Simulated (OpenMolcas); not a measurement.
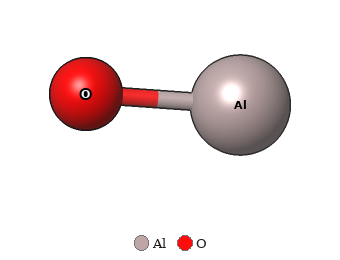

**Figure 1.** The molecule at the reference distance of 1.654 Å.

## Relativistic diatomic calculation: AlO (part 1 of 2)

AlO. Computed at this level: SA-CASSCF(7,7)/XMS-CASPT2 + RASSI spin-orbit (X2C scalar, AMFI), ANO-RCC-VTZP (OpenMolcas).

**The input**
```
&GATEWAY
Coord
2
angstrom
Al 0.0 0.0 0.0
O 0.0 0.0 1.6540
Basis=ANO-RCC-VTZP
Group=XY
RX2C
AMFI
ANGMom
0.0 0.0 0.0
RICD
&SEWARD
&GUESSORB
&RASSCF
FileOrb=$CurrDir/o21.orb
Symmetry=1
Spin=2
nActEl=7 0 0
Inactive=5 2
RAS2=3 4
CIRoot=8 8 1
Linear
Iterations=120 100
OrbListing=Nothing
PRWF=0.15
>>COPY $Project.RasOrb $CurrDir/o21.orb
>>COPY $Project.rasscf.h5 $CurrDir/r21.h5
&CASPT2
XMultistate=all
Imaginary=0.2
IPEA=0.25
MaxIter=40
>>COPY $Project.JobMix JOB001
&RASSCF
FileOrb=$CurrDir/o22.orb
Symmetry=2
Spin=2
nActEl=7 0 0
Inactive=5 2
RAS2=3 4
CIRoot=4 4 1
Linear
Iterations=120 100
OrbListing=Nothing
PRWF=0.15
>>COPY $Project.RasOrb $CurrDir/o22.orb
>>COPY $Project.rasscf.h5 $CurrDir/r22.h5
&CASPT2
XMultistate=all
Imaginary=0.2
IPEA=0.25
MaxIter=40
>>COPY $Project.JobMix JOB002
&RASSCF
FileOrb=$CurrDir/o41.orb
Symmetry=1
Spin=4
nActEl=7 0 0
Inactive=5 2
RAS2=3 4
CIRoot=4 4 1
Linear
Iterations=120 100
OrbListing=Nothing
PRWF=0.15
>>COPY $Project.RasOrb $CurrDir/o41.orb
>>COPY $Project.rasscf.h5 $CurrDir/r41.h5
&CASPT2
XMultistate=all
Imaginary=0.2
IPEA=0.25
MaxIter=40
>>COPY $Project.JobMix JOB003
&RASSCF
FileOrb=$CurrDir/o42.orb
Symmetry=2
Spin=4
nActEl=7 0 0
Inactive=5 2
RAS2=3 4
CIRoot=2 2 1
Linear
Iterations=120 100
OrbListing=Nothing
PRWF=0.15
>>COPY $Project.RasOrb $CurrDir/o42.orb
>>COPY $Project.rasscf.h5 $CurrDir/r42.h5
&CASPT2
XMultistate=all
Imaginary=0.2
IPEA=0.25
MaxIter=40
>>COPY $Project.JobMix JOB004
&RASSI
Nr of JobIphs=4 8 4 4 2
1 2 3 4 5 6 7 8
1 2 3 4
1 2 3 4
1 2
SpinOrbit
EJob
Omega
MEES
MESO
Properties=4
'AngMom' 3 'Mltpl  1' 1 'Mltpl  1' 2 'Mltpl  1' 3
Thrs=1.0d-4
>>COPY $Project.rassi.h5 $CurrDir/so.h5
```

The first orbital files come from an earlier step.

Hardware: 1 thread of Arm Neoverse V2, 24 GiB of memory available, shared host.

Launched with:
```bash
pymolcas m.inp (one call a module block, same work directory)
```

**The program's output (extracts)**
```
++    Wave function specifications:
      Number of closed shell electrons          14
      Number of electrons in active shells       7
      Number of inactive orbitals                7
      Number of active orbitals                  7
      Number of secondary orbitals              50
      Spin quantum number                      0.5
      State symmetry                             1
++    Orbital specifications:
      Symmetry species                           1   2
                                                 a   b
      Frozen orbitals                            0   0
      Inactive orbitals                          5   2
      Active orbitals                            3   4
      RAS2 orbitals                              3   4
      Secondary orbitals                        26  24
      Number of basis functions                 34  30
      printout of CI-coefficients larger than  0.15 for root  1
      energy=    -317.333548
      conf/sym  111 2222     Coeff  Weight
            85  02u 2200   0.81797 0.66908
            89  02u 2d0u   0.22284 0.04966
            91  02u 2u0d   0.20672 0.04273
           112  0u2 2200   0.30897 0.09546
           153  02u d2u0  -0.22284 0.04966
           224  02u u2d0  -0.20672 0.04273
      printout of CI-coefficients larger than  0.15 for root  2
      energy=    -317.239190
      conf/sym  111 2222     Coeff  Weight
            89  02u 2d0u  -0.33756 0.11395
           112  0u2 2200   0.83152 0.69143
           153  02u d2u0   0.33756 0.11395
      printout of CI-coefficients larger than  0.15 for root  3
      energy=    -317.197786
      conf/sym  111 2222     Coeff  Weight
            86  02u 2du0  -0.60414 0.36498
            87  02u 2ud0  -0.34323 0.11781
           155  02u d20u   0.60411 0.36495
           227  02u u20d   0.34321 0.11779
      printout of CI-coefficients larger than  0.15 for root  4
      energy=    -317.197786
      conf/sym  111 2222     Coeff  Weight
            89  02u 2d0u   0.60412 0.36496
            91  02u 2u0d   0.34322 0.11780
           153  02u d2u0   0.60412 0.36496
           224  02u u2d0   0.34322 0.11780
      printout of CI-coefficients larger than  0.15 for root  5
      energy=    -317.196091
      conf/sym  111 2222     Coeff  Weight
            86  02u 2du0   0.58940 0.34739
            87  02u 2ud0   0.37099 0.13764
           155  02u d20u   0.58943 0.34742
           227  02u u20d   0.37101 0.13765
      printout of CI-coefficients larger than  0.15 for root  6
      energy=    -317.126718
      conf/sym  111 2222     Coeff  Weight
            85  02u 2200  -0.21517 0.04630
            89  02u 2d0u   0.52970 0.28058
            91  02u 2u0d  -0.37084 0.13752
           112  0u2 2200   0.29155 0.08500
           153  02u d2u0  -0.52970 0.28058
           224  02u u2d0   0.37084 0.13752
      printout of CI-coefficients larger than  0.15 for root  7
      energy=    -317.107276
      conf/sym  111 2222     Coeff  Weight
            86  02u 2du0  -0.34045 0.11591
            87  02u 2ud0   0.59679 0.35616
           155  02u d20u   0.34046 0.11592
           227  02u u20d  -0.59682 0.35619
      printout of CI-coefficients larger than  0.15 for root  8
      energy=    -317.107276
      conf/sym  111 2222     Coeff  Weight
            89  02u 2d0u  -0.34046 0.11591
            91  02u 2u0d   0.59680 0.35617
           153  02u d2u0  -0.34046 0.11591
           224  02u u2d0   0.59680 0.35618
      Natural orbitals and occupation numbers for root  1
      sym 1:   0.020486   1.916171   1.047367
      sym 2:   1.919778   1.919778   0.088210   0.088210
      Natural orbitals and occupation numbers for root  2
      sym 1:   0.011542   1.254474   1.684647
      sym 2:   1.857289   1.857289   0.167380   0.167379
      Natural orbitals and occupation numbers for root  3
      sym 1:   0.015541   1.981742   1.000871
      sym 2:   1.497954   1.497911   0.503013   0.502969
      Natural orbitals and occupation numbers for root  4
      sym 1:   0.015540   1.981742   1.000871
      sym 2:   1.497933   1.497931   0.502990   0.502992
      Natural orbitals and occupation numbers for root  5
      sym 1:   0.015711   1.981562   1.001120
      sym 2:   1.497862   1.497905   0.502899   0.502942
      Natural orbitals and occupation numbers for root  6
      sym 1:   0.019790   1.888219   1.079218
      sym 2:   1.563107   1.563101   0.443280   0.443285
      Natural orbitals and occupation numbers for root  7
      sym 1:   0.020561   1.964758   1.004036
      sym 2:   1.494273   1.494314   0.511008   0.511050
      Natural orbitals and occupation numbers for root  8
      sym 1:   0.020561   1.964758   1.004036
      sym 2:   1.494290   1.494297   0.511032   0.511026
      RASSCF energy for state  8                   -317.10727617
::    RASSCF root number  1 Total energy:   -317.33354790
::    RASSCF root number  2 Total energy:   -317.23918992
::    RASSCF root number  3 Total energy:   -317.19778633
::    RASSCF root number  4 Total energy:   -317.19778633
::    RASSCF root number  5 Total energy:   -317.19609138
::    RASSCF root number  6 Total energy:   -317.12671835
::    RASSCF root number  7 Total energy:   -317.10727617
::    RASSCF root number  8 Total energy:   -317.10727617
      Von Neumann Entropy (Root   1) =  1.12619
++    Wave function specifications:
      Number of closed shell electrons           8
      Number of electrons in active shells       7
      Number of inactive orbitals                4
      Number of active orbitals                  7
      Number of secondary orbitals              50
      Spin quantum number                      0.5
      State symmetry                             1
      Number of CSFs                           392
      Number of CASSCF root(s) available         8
      CASPT2 state passed to geometry opt.       8
      A file JOBMIX will be created
      This is a MULTI-STATE CASSCF reference
      Number of CI roots used                    8
      These are:                                 1   2   3   4   5   6   7   8
      Off-diagonal elements of Heff are computed
  FINAL CASPT2 RESULT:
      Reference energy:        -317.3335479038
      E2 (Non-variational):      -0.4024591360
      Shift correction:          -0.0020470470
      E2 (Variational):          -0.4045061831
      Total energy:            -317.7380540869
      Reference weight:           0.91974
  FINAL CASPT2 RESULT:
      Reference energy:        -317.2391899172
      E2 (Non-variational):      -0.4112470094
      Shift correction:          -0.0025253155
      E2 (Variational):          -0.4137723248
      Total energy:            -317.6529622421
      Reference weight:           0.91354
  FINAL CASPT2 RESULT:
      Reference energy:        -317.1977863323
      E2 (Non-variational):      -0.3801227662
      Shift correction:          -0.0021690748
      E2 (Variational):          -0.3822918410
      Total energy:            -317.5800781733
      Reference weight:           0.92883
  FINAL CASPT2 RESULT:
      Reference energy:        -317.1977863323
      E2 (Non-variational):      -0.3799810568
      Shift correction:          -0.0021671495
      E2 (Variational):          -0.3821482063
      Total energy:            -317.5799345386
      Reference weight:           0.92892
  FINAL CASPT2 RESULT:
      Reference energy:        -317.1960913835
      E2 (Non-variational):      -0.3803120396
      Shift correction:          -0.0020623344
      E2 (Variational):          -0.3823743739
      Total energy:            -317.5784657575
      Reference weight:           0.92893
  FINAL CASPT2 RESULT:
      Reference energy:        -317.1267183462
      E2 (Non-variational):      -0.3922877734
      Shift correction:          -0.0021820643
      E2 (Variational):          -0.3944698377
      Total energy:            -317.5211881839
      Reference weight:           0.92011
  FINAL CASPT2 RESULT:
      Reference energy:        -317.1072761708
      E2 (Non-variational):      -0.4031847049
      Shift correction:          -0.0033094136
      E2 (Variational):          -0.4064941185
      Total energy:            -317.5137702894
      Reference weight:           0.90844
  FINAL CASPT2 RESULT:
      Reference energy:        -317.1072761708
      E2 (Non-variational):      -0.4031843881
      Shift correction:          -0.0033098279
      E2 (Variational):          -0.4064942160
      Total energy:            -317.5137703868
      Reference weight:           0.90844
       Total XMS-CASPT2 energies:
::    XMS-CASPT2 Root  1     Total energy:   -317.73590106
::    XMS-CASPT2 Root  2     Total energy:   -317.64292152
::    XMS-CASPT2 Root  3     Total energy:   -317.58032696
::    XMS-CASPT2 Root  4     Total energy:   -317.58016915
::    XMS-CASPT2 Root  5     Total energy:   -317.57846576
::    XMS-CASPT2 Root  6     Total energy:   -317.53338193
::    XMS-CASPT2 Root  7     Total energy:   -317.51355394
::    XMS-CASPT2 Root  8     Total energy:   -317.51350334
++    Wave function specifications:
      Number of closed shell electrons          14
      Number of electrons in active shells       7
      Number of inactive orbitals                7
      Number of active orbitals                  7
      Number of secondary orbitals              50
      Spin quantum number                      0.5
      State symmetry                             2
      printout of CI-coefficients larger than  0.15 for root  1
      energy=    -317.323591
      conf/sym  111 2222     Coeff  Weight
            20  022 2u00   0.95879 0.91928
      printout of CI-coefficients larger than  0.15 for root  2
      energy=    -317.323591
      conf/sym  111 2222     Coeff  Weight
            77  022 u200  -0.95879 0.91928
      printout of CI-coefficients larger than  0.15 for root  3
      energy=    -317.183019
      conf/sym  111 2222     Coeff  Weight
           179  020 220u  -0.84271 0.71016
           203  002 220u   0.33886 0.11483
           266  0uu 220d   0.33920 0.11506
      printout of CI-coefficients larger than  0.15 for root  4
      energy=    -317.183019
      conf/sym  111 2222     Coeff  Weight
           177  020 22u0  -0.84271 0.71016
           201  002 22u0   0.33886 0.11483
           263  0uu 22d0   0.33920 0.11506
      Natural orbitals and occupation numbers for root  1
      sym 1:   0.013381   1.986915   1.872711
      sym 2:   1.995119   1.002373   0.060104   0.069397
      Natural orbitals and occupation numbers for root  2
      sym 1:   0.013381   1.986915   1.872711
      sym 2:   1.002373   1.995119   0.069397   0.060104
      Natural orbitals and occupation numbers for root  3
      sym 1:   0.003809   1.613323   0.387559
      sym 2:   1.966926   1.990717   0.033500   1.004165
      Natural orbitals and occupation numbers for root  4
      sym 1:   0.003809   1.613323   0.387559
      sym 2:   1.990717   1.966926   1.004165   0.033500
      RASSCF energy for state  4                   -317.18301931
::    RASSCF root number  1 Total energy:   -317.32359132
::    RASSCF root number  2 Total energy:   -317.32359132
::    RASSCF root number  3 Total energy:   -317.18301932
::    RASSCF root number  4 Total energy:   -317.18301931
      Von Neumann Entropy (Root   1) =  0.96977
++    Wave function specifications:
      Number of closed shell electrons           8
      Number of electrons in active shells       7
      Number of inactive orbitals                4
      Number of active orbitals                  7
      Number of secondary orbitals              50
      Spin quantum number                      0.5
      State symmetry                             2
      Number of CSFs                           392
      Number of CASSCF root(s) available         4
      CASPT2 state passed to geometry opt.       4
      A file JOBMIX will be created
      This is a MULTI-STATE CASSCF reference
      Number of CI roots used                    4
      These are:                                 1   2   3   4
      Off-diagonal elements of Heff are computed
  FINAL CASPT2 RESULT:
      Reference energy:        -317.3235913203
      E2 (Non-variational):      -0.3842083059
      Shift correction:          -0.0011799383
      E2 (Variational):          -0.3853882442
      Total energy:            -317.7089795645
      Reference weight:           0.93247
  FINAL CASPT2 RESULT:
      Reference energy:        -317.3235913197
      E2 (Non-variational):      -0.3842083073
      Shift correction:          -0.0011799383
      E2 (Variational):          -0.3853882456
      Total energy:            -317.7089795653
      Reference weight:           0.93247
  FINAL CASPT2 RESULT:
      Reference energy:        -317.1830193159
      E2 (Non-variational):      -0.4041018884
      Shift correction:          -0.0026484966
      E2 (Variational):          -0.4067503850
      Total energy:            -317.5897697009
      Reference weight:           0.91816
  FINAL CASPT2 RESULT:
      Reference energy:        -317.1830193128
      E2 (Non-variational):      -0.4041018920
      Shift correction:          -0.0026484971
      E2 (Variational):          -0.4067503891
      Total energy:            -317.5897697019
      Reference weight:           0.91816
       Total XMS-CASPT2 energies:
::    XMS-CASPT2 Root  1     Total energy:   -317.70893588
::    XMS-CASPT2 Root  2     Total energy:   -317.70893588
::    XMS-CASPT2 Root  3     Total energy:   -317.58981339
::    XMS-CASPT2 Root  4     Total energy:   -317.58981339
++    Wave function specifications:
      Number of closed shell electrons          14
      Number of electrons in active shells       7
      Number of inactive orbitals                7
      Number of active orbitals                  7
      Number of secondary orbitals              50
      Spin quantum number                      1.5
      State symmetry                             1
      printout of CI-coefficients larger than  0.15 for root  1
      energy=    -317.228979
      conf/sym  111 2222     Coeff  Weight
            32  02u 2u0u   0.70056 0.49078
            96  02u u2u0  -0.70056 0.49078
      printout of CI-coefficients larger than  0.15 for root  2
      energy=    -317.218724
      conf/sym  111 2222     Coeff  Weight
            31  02u 2uu0   0.24222 0.05867
            32  02u 2u0u   0.66008 0.43570
            96  02u u2u0   0.66008 0.43570
            98  02u u20u  -0.24222 0.05867
      printout of CI-coefficients larger than  0.15 for root  3
      energy=    -317.218724
      conf/sym  111 2222     Coeff  Weight
            31  02u 2uu0   0.66008 0.43570
            32  02u 2u0u  -0.24222 0.05867
            96  02u u2u0  -0.24222 0.05867
            98  02u u20u  -0.66008 0.43570
      printout of CI-coefficients larger than  0.15 for root  4
      energy=    -317.211744
      conf/sym  111 2222     Coeff  Weight
            31  02u 2uu0   0.70174 0.49244
            98  02u u20u   0.70174 0.49244
      Natural orbitals and occupation numbers for root  1
      sym 1:   0.016021   1.982427   1.000866
      sym 2:   1.496012   1.496012   0.504331   0.504331
      Natural orbitals and occupation numbers for root  2
      sym 1:   0.015014   1.983625   1.000613
      sym 2:   1.498045   1.498045   0.502329   0.502329
      Natural orbitals and occupation numbers for root  3
      sym 1:   0.015014   1.983625   1.000613
      sym 2:   1.498045   1.498045   0.502329   0.502329
      Natural orbitals and occupation numbers for root  4
      sym 1:   0.014777   1.981920   0.998523
      sym 2:   1.499405   1.499405   0.502985   0.502985
      RASSCF energy for state  4                   -317.21174387
::    RASSCF root number  1 Total energy:   -317.22897927
::    RASSCF root number  2 Total energy:   -317.21872385
::    RASSCF root number  3 Total energy:   -317.21872385
::    RASSCF root number  4 Total energy:   -317.21174387
      Von Neumann Entropy (Root   1) =  2.1SPIN-FREE ENERGIES:
  (Shifted by EMIN (a.u.) =       -317.7359010630)
 SF State       Relative EMIN(au)   Rel lowest level(eV)    D:o, cm**(-1)      Abs_M
     1             0.0000000000        0.0000000000              0.0000         0.0
     9             0.0269651825        0.7337599964           5918.1735         1.0
    10             0.0269651838        0.7337600309           5918.1738         1.0
     2             0.0929795388        2.5301021428          20406.6500         0.0
    13             0.1321847617        3.5969306059          29011.2018         0.0
    14             0.1427628102        3.8847739697          31332.8151         2.0
    15             0.1428360880        3.8867679606          31348.8978         2.0
    11             0.1460876760        3.9752481786          32062.5388         1.0
    12             0.1460876771        3.9752482069          32062.5391         1.0
    16             0.1502298135        4.0879614820          32971.6329         0.0
     3             0.1555740994        4.2333869091          34144.5681         2.0
     4             0.1557319179        4.2376813702          34179.2053         2.0
     5             0.1574353040        4.2840328659          34553.0553         0.0
    17             0.1918216765        5.2197337296          42099.9917         1.0
    18             0.1918216765        5.2197337296          42099.9917         1.0
     6             0.2025191373        5.5108264680          44447.8130         0.0
     7             0.2223471204        6.0503733748          48799.5523         2.0
     8             0.2223977277        6.0517504690          48810.6593         2.0
```

(Continued in part 2.) Outcome of the run: converged; components of a degenerate state are split by 35 cm⁻¹.
